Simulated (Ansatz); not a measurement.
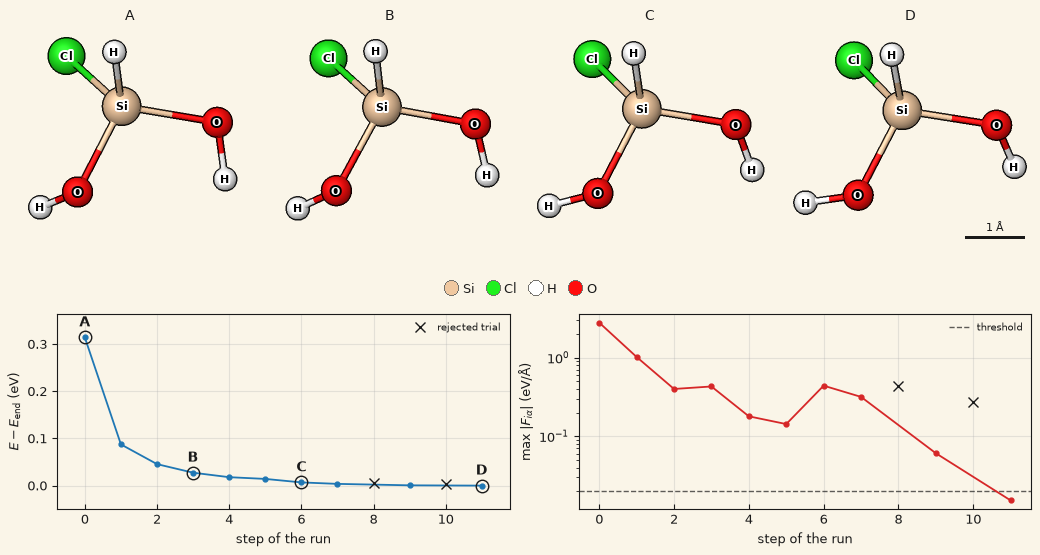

Frames of a relaxation of SiH$_{3}$O$_{2}$Cl, marked on the history of the run. Style: ball-and-stick. Shown face on.

The run prepares the start of a later molecular dynamics calculation, from a guessed geometry.

All numbers below come from Ansatz, RKS BHLYP-D4/def2-SVP. (no spin polarisation; force threshold 0.02 eV/Å; at most 40 steps)

**Describe the path.**

An H atom moves most after the best rigid fit: 0.37 Å. By element the largest moves are H 0.37 Å, O 0.18 Å, Cl 0.15 Å, Si 0.07 Å. Near-neighbour distances that change, for instance: Cl–Si 2.130 → 2.068 Å, H–O 1.010 → 0.953 Å, O–Si 1.679 → 1.628 Å. Among the angles between lasting bonds that change: Si–O–H 109.5° → 119.9°, Si–O–H 109.5° → 119.2°, H–Si–O 109.5° → 114.2°. Groups turn about O–Si by about 40°, O–Si by about 25°. After 9 accepted moves (11 points after the start) the energy has fallen by 0.314 eV. Largest force component: 2.8 eV/Å at the start, 0.015 eV/Å at the end. The line search rejected the trial steps at points 8, 10 of the run. Cost: 56 s on 1 thread of Intel(R) Xeon(R) Platinum 8259CL CPU @ 2.50GHz (Skylake/Cascade Lake) (shared host), peak memory 0.17 GiB. From step 0 to 3: an O atom moves most (0.09 Å), energy −0.287 eV. From step 3 to 6: an H atom moves most (0.20 Å), energy −0.021 eV. From step 6 to 11: an H atom moves most (0.11 Å), energy −0.007 eV.

```
step  E − E(0), eV  largest force component, eV/Å      note
   0        0.0000                         2.7865          
   1       -0.2267                         1.0199          
   2       -0.2685                         0.3996          
   3       -0.2867                         0.4301          
   4       -0.2962                         0.1795          
   5       -0.2999                         0.1430          
   6       -0.3073                         0.4403          
   7       -0.3104                         0.3169          
   8       -0.3087                         0.4305  rejected
   9       -0.3135                         0.0609          
  10       -0.3108                         0.2709  rejected
  11       -0.3141                         0.0153
```
